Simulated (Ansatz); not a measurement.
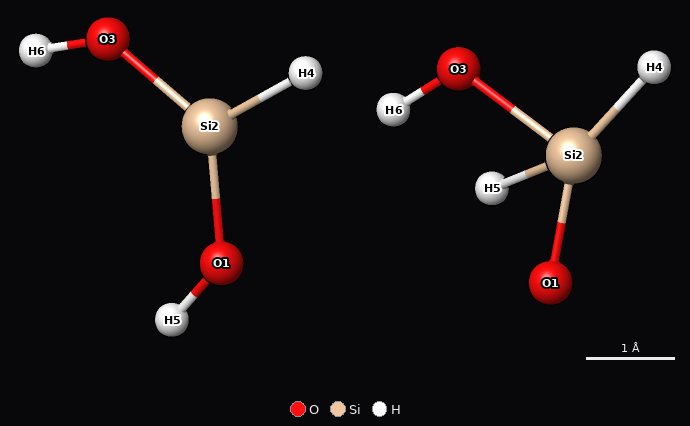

Two geometries of SiH3O2 (charge +1), drawn at one scale. One is the start of a relaxation, the other its converged end. A ball-and-stick model, seen at a tilt.

The calculation used RKS PBE-D4/def2-SVP (Ansatz 0.2.0). Set-up: force threshold 0.03 eV/Å; at most 250 steps.

Which geometry has the lower energy?

The left one is the relaxed one. It is one of the separated reactants of a reaction. The energy falls by 4.565 eV in 14 geometry steps. The largest force component goes from 7.8 to 0.013 eV/Å. The largest move after the best rigid fit is that of H5, 1.54 Å. Largest moves by element: H 1.54 Å, Si 0.42 Å, O 0.36 Å. Near-neighbour distances that change, for instance: O3–H5 1.454 → 3.306 Å, Si2–H5 1.420 → 2.372 Å, O1–H5 1.504 → 0.979 Å, Si2–O3 1.784 → 1.597 Å. New bonds form: O1–H5 (1.50 → 0.98 Å). Bonds break: Si2–H5 (1.42 → 2.37 Å). Among the angles between lasting bonds that change: O1–Si2–H4 146.1° → 115.5°, O1–Si2–O3 111.1° → 129.0°, Si2–O3–H6 117.7° → 132.6°. The run took 8.5 s on 2 threads of Arm Neoverse V2, on a shared host.
